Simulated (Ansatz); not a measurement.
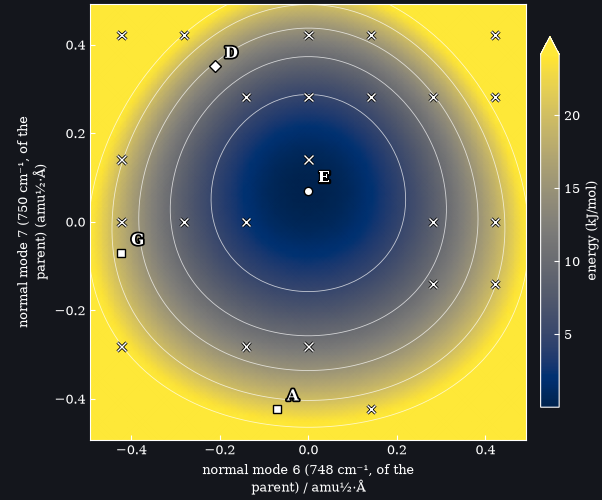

F₂O₂Te, charge +1, spin multiplicity 2. Coordinates scanned: (1) normal mode 6 (748 cm⁻¹, of the parent); (2) normal mode 7 (750 cm⁻¹, of the parent). Nothing is relaxed (straight displacements along the two mass-weighted modes). Grid: 15 × 15 points; 112 points were computed and 90 follow by symmetry. At 23 points there is no value. Points are written as (first, second). Energies are in kJ/mol, from the lowest grid point. Near the degeneracy a single determinant is a rough description. Method: Ansatz, UHF/def2-SVP.

In the figure: a smooth colour map with a few white contour lines, crosses at grid points without a value, one colour for all values above the top of the scale, lettered points. Between grid points the surface is interpolated.

Question: What kind of point is each of A, D, E, G: minimum, saddle, maximum or slope?

Answer: A: on a slope; D: on a slope; E: minimum; G: on a slope. (In these two coordinates alone; a stationary point may lie a little off the grid point.)

Question: Rank the lettered points by energy, lowest first.

Answer: E (0.0 kJ/mol), D (14.5 kJ/mol), G (18.5 kJ/mol), A (21.8 kJ/mol).
